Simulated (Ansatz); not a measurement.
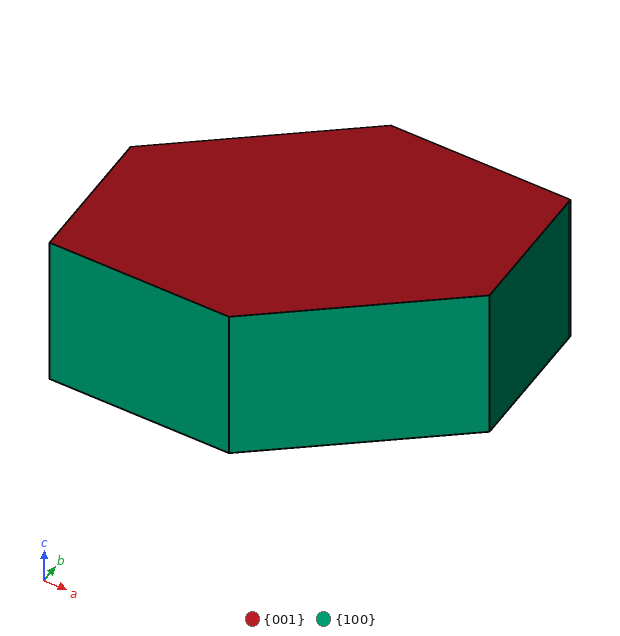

GaSnP, space group P6mm (No. 183), a = 3.009 Å, b = 3.009 Å, c = 8.173 Å, α = 90.00°, β = 90.00°, γ = 120.00°. The shape was computed with the Donnay–Harker form of the Bravais–Friedel law: planes with larger spacing d grow more slowly and so show as larger faces; centring, glide planes and screw axes halve or divide d. Source: the end point of a relaxation with DFT PBE, scalar-relativistic, plane waves, PAW in Ansatz; the starting structure was generated, so it need not be a known form of this composition. Forms under 0.4 % of the area are left out. Forms are taken in the Laue class: a face and its opposite count as one form.

**Which form makes up most of the surface, and how much?**

{001}, with 2 faces and about 61 % of the area; its spacing is d = 8.173 Å.

**How many faces does the whole crystal have, by form?**

8 faces: 2 of {001} and 6 of {100}.

**List the forms with their spacings and shares.**

```json
{"form": "{001}", "faces": "2", "d (Å)": "8.173", "share of area (%)": "61.1"}
{"form": "{100}", "faces": "6", "d (Å)": "2.606", "share of area (%)": "38.9"}
```
